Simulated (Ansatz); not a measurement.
The calculation's input:

```
crystal:
  periodic: [false, false, false]
  atoms:
    - {symbol: C, position_ang: [-1.429252, -0.610323, -0.016686]}
    - {symbol: Ta, position_ang: [0.349193, 0.447493, -0.572054]}
    - {symbol: N, position_ang: [1.594549, 0.178229, 0.904726]}
    - {symbol: S, position_ang: [1.139876, -0.606193, -2.275629]}
    - {symbol: Cl, position_ang: [-0.233319, 2.644556, -0.951054]}
    - {symbol: H, position_ang: [-1.852851, -0.179776, 0.898981]}
    - {symbol: H, position_ang: [-1.248809, -1.674906, 0.149741]}
    - {symbol: H, position_ang: [-2.170147, -0.515089, -0.818857]}
    - {symbol: H, position_ang: [1.492459, 0.635153, 1.802598]}
    - {symbol: H, position_ang: [2.441602, -0.370344, 0.881235]}
basis:
  gaussian: {orbitals: def2-TZVPP}
hamiltonian: {xc: pbe0, dispersion: d4}
output: {orbitals: {seedname: orbitals}}
```

Run with:

```sh
ansatz run in.yaml --threads 2 --pin off --events-out ev --progress --plain --max-ram 32768MiB --backend cuda --devices 0, --max-vram 18GiB
```

Geometry: PBE0-D4/def2-TZVP; core potentials replace the inner electrons of Ta.

Method: Ansatz, RKS PBE0-D4/def2-TZVPP.

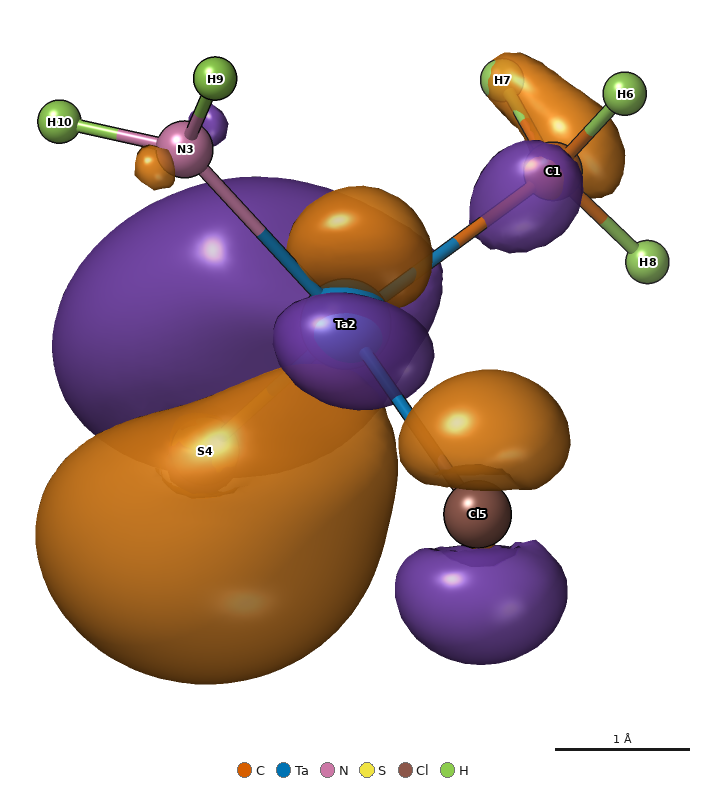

CH5ClNSTa (SMILES [CH3][Ta]([NH2])(=[S])[Cl]). One frontier orbital at ±0.1 Å⁻³ᐟ² (orange and purple are the two phases), seen at a tilt.

Which orbital is it: HOMO or LUMO?

Answer. The HOMO, at −7.57 eV. By Hirshfeld shares it lies mainly on S4 (about 70 %), Ta2 (about 20 %) and Cl5 (about 5 %).
